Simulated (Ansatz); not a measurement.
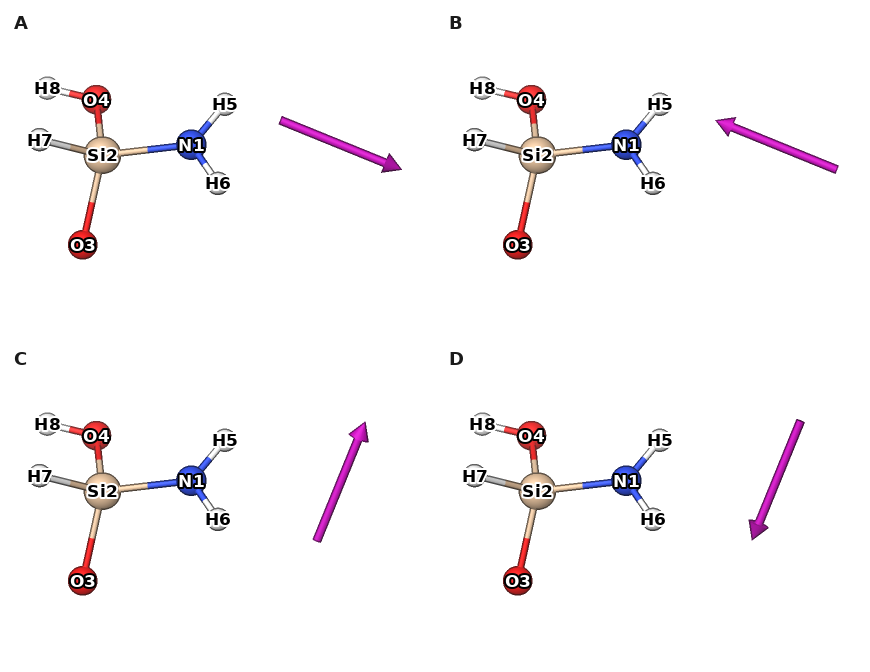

The same molecule four times, each with an arrow. The species is neutral and a spin doublet. The geometry was computed by an optimisation with PBE0-D4/def2-TZVP. No frequency run is at hand to confirm it as a minimum. Level of theory: UKS PBE-D4/def2-TZVPP (Ansatz 0.2.0).

Question: Which arrow points along the dipole moment, from the negative to the positive end?

Answer: C. The dipole moment is 2.10 D; it points from the side of O3 to the side of H5 (the outermost atoms at the two ends).
